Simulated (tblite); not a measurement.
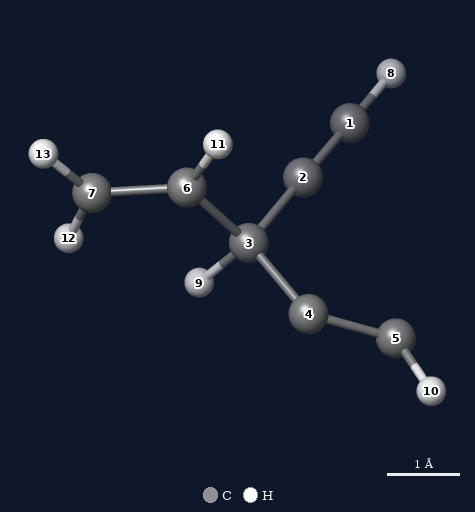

This is the input geometry for a relaxation of C$_{7}$H$_{6}$ (charge −1, multiplicity 2). A ball-and-stick model, seen from a free direction.

The calculation used GFN2-xTB geometry optimisation, gas phase in tblite 0.8.0.

```xyz
13

C     1.3416    0.3717    2.1480
C     0.8378    0.2073    1.0524
C     0.2323   -0.0225   -0.2549
C     0.5091   -1.3651   -0.8036
C     1.5420   -2.1201   -0.4081
C    -1.2361    0.2814   -0.1943
C    -1.6923    1.3321   -0.8950
H     1.7670    0.5192    3.1320
H     0.6726    0.7220   -0.9575
H     1.6111   -3.0867   -0.8969
H    -1.9069   -0.3237    0.4005
H    -0.9365    1.8718   -1.4572
H    -2.7461    1.6131   -0.8831
```

Q: Where does the relaxation end?

A: The energy falls by 17.7 kcal/mol in 98 geometry steps. The largest moves after the best rigid fit, 0.75 Å, are those of C5 and H8. Largest moves by element: H 0.75 Å, C 0.75 Å. Near-neighbour distances that change, for instance: C4–C5 1.339 → 1.210 Å, C6–C7 1.343 → 1.384 Å, C5–H10 1.085 → 1.053 Å, C1–C2 1.217 → 1.236 Å. Bond angles that change, for instance: C4–C5–H10 114.7° → 175.6°, C3–C4–C5 123.2° → 162.7°, C2–C1–H8 178.7° → 139.3°. Cost: 0.39 s on 1 thread of Arm Neoverse V2, with other jobs on the host.

Step by step:

```csv
step,"E − E(0), kcal/mol"
0,0.00
1,-2.80
2,-5.94
3,-6.77
4,-8.73
5,-10.86
6,-11.62
7,-12.21
8,-12.64
9,-12.93
10,-13.18
15,-14.10
19,-14.51
24,-15.42
29,-16.19
33,-16.59
38,-16.69
42,-16.85
47,-17.07
52,-17.32
56,-17.44
61,-17.57
66,-17.63
70,-17.65
75,-17.66
79,-17.67
84,-17.67
89,-17.68
93,-17.68
98,-17.69
```

The structure at the end:

```xyz
13

C     1.3690    0.5234    2.2146
C     0.8472    0.3820    1.1035
C     0.5310    0.1007   -0.2799
C     0.9517   -1.2345   -0.7366
C     1.0465   -2.4333   -0.8694
C    -0.9510    0.2451   -0.1880
C    -1.6801    1.2210   -0.8443
H     1.1202    0.9011    3.1879
H     0.9572    0.8688   -0.9431
H     1.1792   -3.4630   -1.0465
H    -1.4631   -0.4854    0.4261
H    -1.1926    1.9809   -1.4383
H    -2.7197    1.3938   -0.6037
```

After the run, drawn alike:

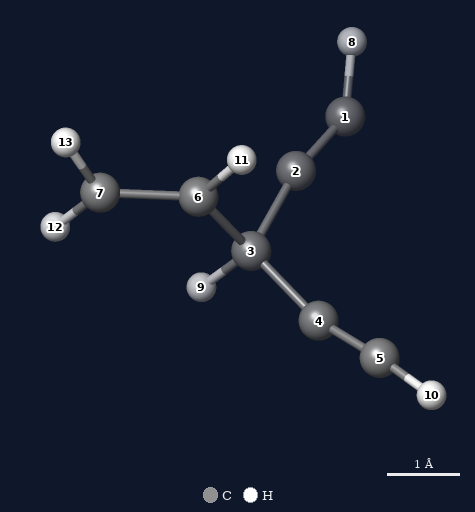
